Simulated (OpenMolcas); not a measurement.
**Multiconfigurational calculation: Ru⁴⁺ complex (part 2 of 2)**

Continued. System: Ru⁴⁺ with 4 ligands (Cl; tetrahedron, 2.36 Å), with no charges around it. Method: state-averaged CASSCF, active space 4 electrons in the shell 4d, basis ANO-RCC-VDZP on the metal and ANO-RCC-VDZP on the ligands, DKH2 scalar Hamiltonian, spin-orbit coupling by RASSI with atomic mean-field integrals (OpenMolcas).

The program's output (extracts), continued:
```
--- RASSI ---
SPIN-FREE ENERGIES:
  (Shifted by EMIN (a.u.) =      -6371.0712259856)

 SF State       Relative EMIN(au)   Rel lowest level(eV)    D:o, cm**(-1)

     1             0.0000000000        0.0000000000              0.0000
     2             0.0000000000        0.0000000000              0.0000
     3             0.0000000000        0.0000000000              0.0000
    51             0.0158483437        0.4312554029           3478.3094
     6             0.0256253937        0.6973024849           5624.1238
     7             0.0256253937        0.6973024849           5624.1238
     8             0.0256253937        0.6973024849           5624.1238
     9             0.0349326534        0.9505659256           7666.8312
    10             0.0349326534        0.9505659256           7666.8312
    11             0.0349326534        0.9505659256           7666.8312
    52             0.0484714424        1.3189751413          10638.2520
    53             0.0484714424        1.3189751413          10638.2520
    54             0.0484714424        1.3189751413          10638.2520
     4             0.0569367351        1.5493274918          12496.1690
     5             0.0569367351        1.5493274918          12496.1690
    12             0.0594243364        1.6170185694          13042.1343
    13             0.0594243364        1.6170185694          13042.1343
    14             0.0622323865        1.6934295071          13658.4301
    15             0.0622323865        1.6934295071          13658.4301
    16             0.0622323865        1.6934295071          13658.4301
    18             0.0633163619        1.7229259782          13896.3352
    19             0.0633163619        1.7229259782          13896.3352
    17             0.0633163619        1.7229259782          13896.3352
    55             0.0713490205        1.9415057564          15659.3000
    56             0.0713490205        1.9415057564          15659.3000
    57             0.0713490205        1.9415057564          15659.3000
    21             0.0743886996        2.0242196383          16326.4324
    22             0.0743886996        2.0242196383          16326.4324
    20             0.0743886996        2.0242196383          16326.4324
    23             0.0847083582        2.3050318534          18591.3357
    24             0.0847083582        2.3050318534          18591.3357
    25             0.0847083582        2.3050318534          18591.3357
    58             0.0869727399        2.3666488178          19088.3100
    59             0.0869727399        2.3666488178          19088.3100
    60             0.0891508042        2.4259169660          19566.3399
    26             0.0929129344        2.5282897448          20392.0320
    61             0.0936756620        2.5490446210          20559.4314
    62             0.0936756620        2.5490446210          20559.4314
    63             0.0936756620        2.5490446210          20559.4314
    64             0.1003098576        2.7295702794          22015.4690
Eigenvalues of complex Hamiltonian:
   -----------------------------------
  (Shifted by EMIN (a.u.) =      -6371.0712259856)

 SO State       Relative EMIN(au)   Rel lowest level(eV)    D:o, cm**(-1)

     1            -0.0041683140        0.0000000000              0.0000
     2            -0.0030174679        0.0313161168            252.5815
     3            -0.0030174680        0.0313161166            252.5815
     4            -0.0030174679        0.0313161170            252.5815
     5            -0.0021810768        0.0540754792            436.1482
     6            -0.0021810768        0.0540754792            436.1482
     7            -0.0021810768        0.0540754792            436.1482
     8            -0.0005495337        0.0984720284            794.2305
     9            -0.0005495337        0.0984720284            794.2305
    10            -0.0000939471        0.1108691707            894.2202
    11            -0.0000939471        0.1108691706            894.2202
    12            -0.0000939471        0.1108691704            894.2202
    13             0.0012530039        0.1475215757           1189.8418
    14             0.0012530039        0.1475215758           1189.8418
    15             0.0012530039        0.1475215756           1189.8417
    16             0.0106942311        0.4044304546           3261.9516
    17             0.0251540942        0.7979033752           6435.5247
    18             0.0251540942        0.7979033762           6435.5247
    19             0.0251540942        0.7979033755           6435.5247
    20             0.0258010941        0.8155091391           6577.5248
    21             0.0258010941        0.8155091401           6577.5248
    22             0.0266607958        0.8389028141           6766.2075
    23             0.0266607957        0.8389028125           6766.2075
    24             0.0266607958        0.8389028135           6766.2075
    25             0.0287603612        0.8960348998           7227.0089
    26             0.0319917134        0.9839644725           7936.2087
    27             0.0334619239        1.0239709372           8258.8826
    28             0.0334619238        1.0239709367           8258.8826
    29             0.0334619239        1.0239709380           8258.8826
    30             0.0346877580        1.0573275824           8527.9221
    31             0.0346877579        1.0573275818           8527.9221
    32             0.0346877579        1.0573275807           8527.9221
    33             0.0361366983        1.0967552571           8845.9277
    34             0.0361366983        1.0967552563           8845.9277
    35             0.0464846635        1.3783377342          11117.0436
    36             0.0464846634        1.3783377327          11117.0435
    37             0.0464846634        1.3783377331          11117.0435
    38             0.0546086571        1.5994028644          12900.0541
    39             0.0551637091        1.6145065970          13021.8739
    40             0.0551637091        1.6145065970          13021.8739
    41             0.0553345751        1.6191560979          13059.3746
Weights of the five most important spin-orbit-free states for each spin-orbit state.

 SO State  Total energy (au)           Spin-free states, spin, and weights
 -------------------------------------------------------------------------------------------------------
    1        -0.004168       3 2.0  0.2969    2 2.0  0.2969    1 2.0  0.2969    8 1.0  0.0268    7 1.0  0.0268
    2        -0.003017       3 2.0  0.4374    1 2.0  0.3008    2 2.0  0.2124    8 1.0  0.0202    6 1.0  0.0173
    3        -0.003017       3 2.0  0.4535    2 2.0  0.3738    1 2.0  0.1233    7 1.0  0.0173    8 1.0  0.0150
    4        -0.003017       1 2.0  0.5265    2 2.0  0.3644    3 2.0  0.0597    7 1.0  0.0202    6 1.0  0.0150
    5        -0.002181       2 2.0  0.3455    3 2.0  0.3277    1 2.0  0.3036    6 1.0  0.0077    7 1.0  0.0070
    6        -0.002181       1 2.0  0.3560    3 2.0  0.3414    2 2.0  0.2794    8 1.0  0.0068    6 1.0  0.0067
    7        -0.002181       2 2.0  0.3519    1 2.0  0.3172    3 2.0  0.3076    8 1.0  0.0079    7 1.0  0.0066
    8        -0.000550       2 2.0  0.4780    3 2.0  0.3813    1 2.0  0.1149    8 1.0  0.0059    7 1.0  0.0053
    9        -0.000550       1 2.0  0.5346    3 2.0  0.2682    2 2.0  0.1714    6 1.0  0.0071   10 1.0  0.0033
   10        -0.000094       3 2.0  0.4771    2 2.0  0.3881    1 2.0  0.1222   10 1.0  0.0039    9 1.0  0.0027
   11        -0.000094       3 2.0  0.4548    1 2.0  0.3281    2 2.0  0.2045   11 1.0  0.0034    9 1.0  0.0030
   12        -0.000094       1 2.0  0.5370    2 2.0  0.3949    3 2.0  0.0555   11 1.0  0.0032   10 1.0  0.0025
```

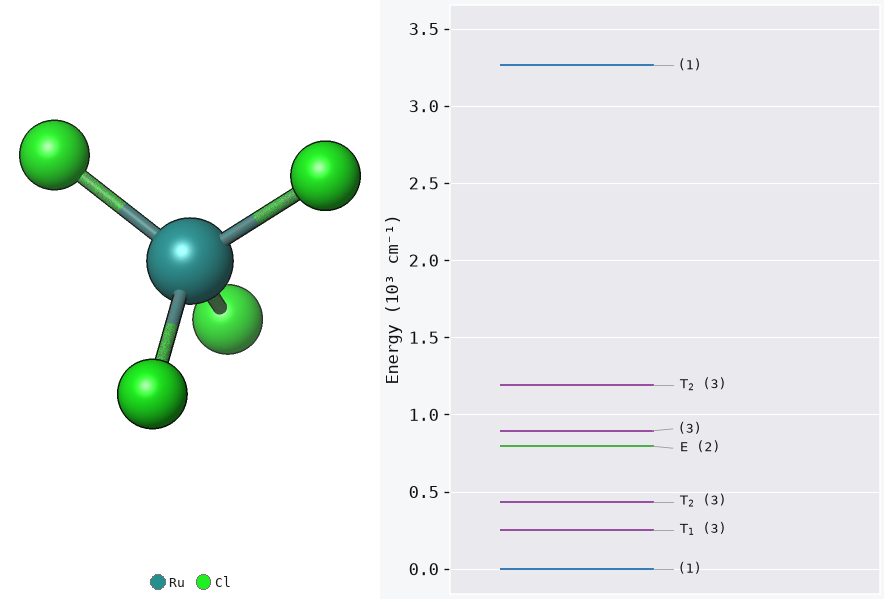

Figure 2. Ru⁴⁺ (4d⁴) with 4 ligands, Cl⁻, at 2.36 Å (arrangement: tetrahedron, Td), and its levels. Labels give the representation in O, Td, D4 or D3 as the site allows (double group for half-integer spin) where it could be assigned and, in brackets, the degeneracy; spin-free states, where drawn, share the zero of the spin-orbit levels. The ground level is non-degenerate, 90 % from states of spin multiplicity 5. The next level lies at 253 cm⁻¹ (T₁). The active orbitals hold 66 to 85 % metal character (Löwdin), and the Mulliken charge of the metal is +1.06.

Summary:

- outcome: converged
- energy of the lowest spin-free term: −6371.07123 hartree
- energy of the lowest spin-orbit level: −6371.07539 hartree
- largest spread among components of a term: 0.0 cm⁻¹
- wall time: 69 s
- peak memory: 0.38 GiB

Notes:

Without dynamic correlation the splittings between terms come out too large, often by 20 to 50 %. Caveats: covalent bonds, ligand orbitals missing from the active space; distances are set from ionic radii, not optimised.
